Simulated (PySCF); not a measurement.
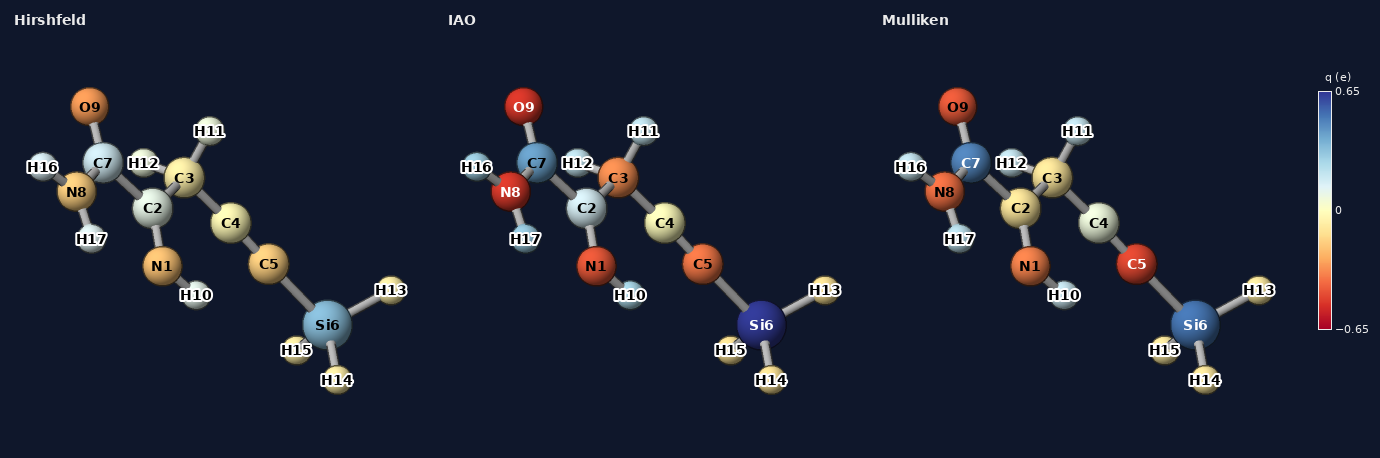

Atomic charges of one calculation by 3 schemes, on one colour scale. The computed structure is the end point of a GFN2-xTB optimisation. No frequency run is at hand to confirm it as a minimum. Method: PBE0/pcSseg-1 (PySCF 2.14.0).

> Which scheme gives the most polar picture (largest mean size of the charges)?

The IAO charges are the largest in size here, and the Hirshfeld charges the smallest.

> On which atom do the schemes disagree most?

On C7 (from 0.16 to 0.48 e); N8 (from −0.49 to −0.17 e).

List the charges (e), one line for each set of equivalent atoms. Atoms whose distances differ by more than 0.02 Å in this geometry are listed apart.

```csv
atom,Hirshfeld,IAO,Mulliken
N1,−0.20,−0.43,−0.34
C2,0.10,0.15,−0.09
C3,−0.06,−0.32,−0.09
C4,−0.03,−0.01,0.07
C5,−0.17,−0.37,−0.47
Si6,0.34,0.64,0.51
C7,0.16,0.42,0.48
N8,−0.17,−0.49,−0.38
O9,−0.29,−0.50,−0.42
H10,0.10,0.26,0.19
H11,0.07,0.20,0.19
H12,0.07,0.20,0.19
H13,−0.07,−0.11,−0.08
H14,−0.07,−0.11,−0.09
H15,−0.07,−0.11,−0.08
H16,0.15,0.29,0.20
H17,0.12,0.29,0.22
```

The geometry is semi-empirical. Around Si such bond lengths and angles can be off by a tenth of an ångström or more and by several degrees, and values that hang on the shape move with them.
